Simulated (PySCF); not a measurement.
**C₈H₁₄F₄: density, localisation and related maps**

The calculation's input:

```
{"job": {"xc": "B97-2", "basis": "6-31G*", "kind": "nmr", "pop": true}, "charge": 0, "multiplicity": 1}
C      4.158766     0.278291     0.072869
C      2.795533     0.129275     0.729481
F      2.742341    -1.106041     1.358438
C      1.644831     0.215733    -0.269347
C      0.283439     0.116610     0.417009
C     -0.851475     0.145282    -0.603181
C     -2.237563     0.144613     0.053727
C     -2.571294    -1.173288     0.749950
C     -3.289777     0.417523    -1.013148
F     -3.098223     1.594227    -1.634958
F     -4.532978     0.465646    -0.507065
F     -3.308682    -0.516935    -1.975260
H      4.276739    -0.462798    -0.713901
H      4.256189     1.271661    -0.354527
H      4.944135     0.130373     0.809735
H      2.667508     0.867552     1.532616
H      1.725657     1.160901    -0.807920
H      1.748972    -0.598883    -0.988781
H      0.167763     0.949345     1.114869
H      0.250955    -0.811126     0.988497
H     -0.752072     1.045365    -1.215120
H     -0.771538    -0.719280    -1.265540
H     -2.307431     0.972301     0.768035
H     -1.890394    -1.342003     1.578006
H     -2.485753    -2.001194     0.049675
H     -3.586694    -1.150539     1.139112
```

Launched as:

```sh
OMP_NUM_THREADS=1 python ens_run.py task.json out
```

Geometry: GFN2-xTB.

All numbers below come from B97-2/6-31G*, SCF density, gas phase, non-relativistic (PySCF 2.14.0).

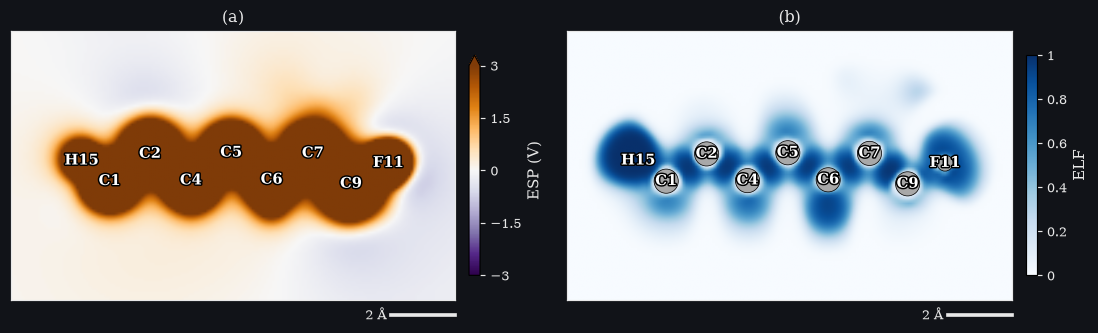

Figure 1. (a) electrostatic potential; (b) electron localisation function on the plane of atoms C2, C1 and H15. Grey discs cover the atomic cores in the ELF map.

**Describe what can be read from this map.**

- Atoms in the plane: C, F and H.
- C–F (1.34 Å): the ELF peaks at about 0.85 between the atoms, as expected for a polar covalent bond.
- C–C (1.52 Å): the ELF peaks at about 0.95 between the atoms (localised, covalent bonding).
- C–H (1.09 Å): the ELF climbs to about 1 towards the hydrogen, as it does in any bond to H; a covalent bond by its length.
- The ELF also peaks beside F11, away from the bonds: lone-pair regions.
- Outside the dense part of the molecule the potential is most negative (−0.7 V) near F11.

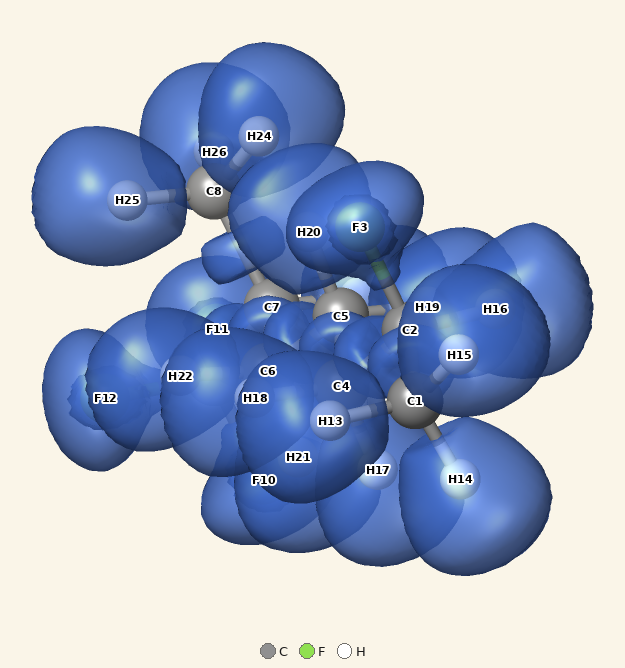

Figure 2. Isosurface of the electron localisation function at 0.75 (blue), seen at an oblique angle. Core shells and regions of very low density are left out.

**Identify the bonds, lone pairs and shells in this picture.**

The surface consists of seven regions between bonded C–C atoms (shared pairs), 14 regions around hydrogen nuclei and four regions on F in which the atom's valence shell and bonds are merged.

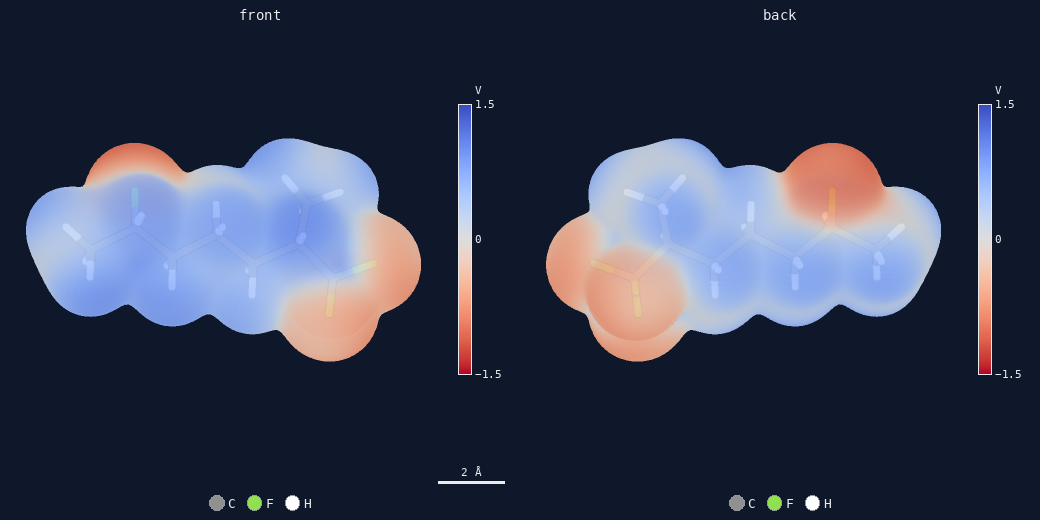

Figure 3. The electrostatic potential painted on the density surface at 0.002 e/bohr³, seen from the front and from behind; red is negative and blue positive.

**Where is the surface potential most negative and most positive?**

The most negative region (about −1.0 V) lies over F3, the most positive (about +0.9 V) over H14 and H23.

**How polar is the molecule by this calculation?**

Its dipole moment is 2.04 D.
